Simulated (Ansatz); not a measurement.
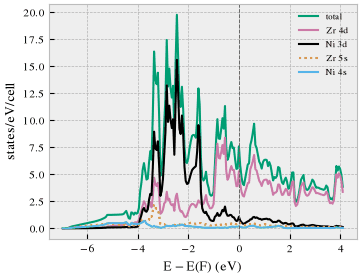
Fig. 1. Total and projected density of states of Zr₂Ni in space group I4/mcm (No. 140; Zr on 8h, Ni on 4a), the program Ansatz at the LDA level (PAW)

Task: Which orbitals carry the states next to the Fermi level?

Result: Within 0.5 eV of the Fermi level: Zr 4d 71 %, Ni 3d 13 %, Zr 5s 6 %, outside the projected shells 6 %. Projections are on Löwdin-orthogonalised atomic valence shells; empty p or d shells of many metals are not among them.

Task: Where is the tallest occupied peak in this window, and what makes it?

Result: Near -2.4 eV, about 20 states/eV per cell; the largest projected share is Ni 3d.

The workflow started from a Materials Project entry (that database holds measured and hypothetical structures alike); the Crystallography Open Database files this formula in space group No. 140, but the cells were not matched. Whether it is the stable phase at ambient conditions was not checked. The cell was relaxed with LDA under the symmetry of its start; of distortions, only those at the zone centre were tested. The run is not spin-polarised. Scalar-relativistic: spin–orbit coupling is off unless named, which matters more the heavier the elements.

Potentials: the later of the program's two PAW sets.
